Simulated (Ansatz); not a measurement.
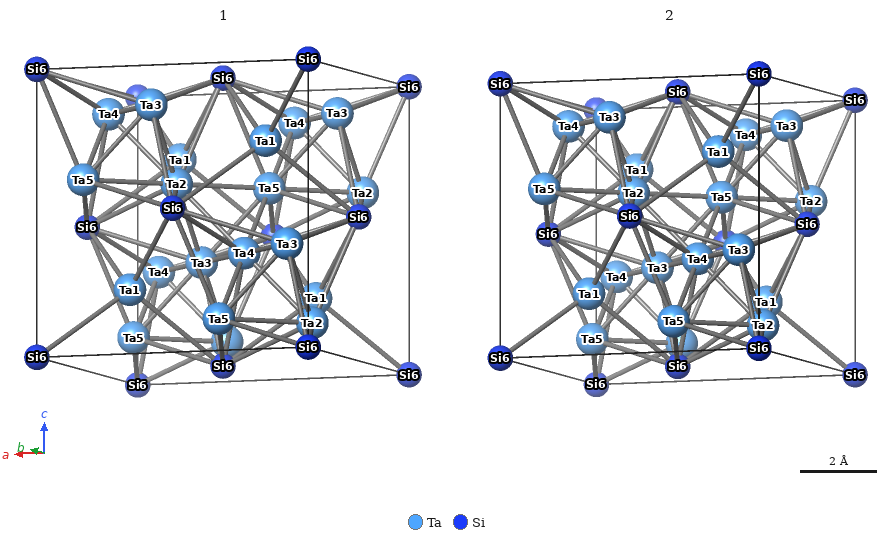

Two geometries of crystalline Ta$_{5}$Si (a generated structure, set up in F-43m) (coarse preliminary run), drawn at one scale. One is the start of a relaxation, the other its converged end. Style: ball-and-stick. Shown: the conventional cell (4 times the calculation's cell), from a free direction. Lengths and directions refer to the drawn axes.

Theory: DFT PBE, scalar-relativistic, plane waves, PAW in Ansatz. Set-up: plane-wave cutoff 420 eV; k-point mesh 4 × 4 × 4; occupations gaussian; smearing width 0.1 eV; no spin polarisation; cell and atoms relaxed; force threshold 0.04 eV/Å; at most 70 steps.

Question: Which of the two is the end point?

Answer: Structure 1 is the relaxed one. No atom moves by more than 0.005 Å relative to the cell. Cell: a = b = c 7.301 → 7.660 Å (+4.9 %). Volume +15.5 %. Near-neighbour distances that change, for instance: Ta1–Si6 3.161 → 3.317 Å, Ta1–Ta2 3.025 → 3.174 Å, Ta2–Si6 3.029 → 3.177 Å, Ta2–Ta3 2.563 → 2.693 Å. The space group stays F-43m (No. 216). Over 3 accepted moves (4 points after the start) the energy falls by 196 meV per atom. Largest force component: 0.41 eV/Å at the start, 0.0016 eV/Å at the end. Pressure: 27.89 GPa at the start and 0.01 GPa at the end. The SCF was repeated once at an unchanged geometry on a basis and grid sized afresh for the cell, which shifted the energy by 1.5 meV per atom at most.
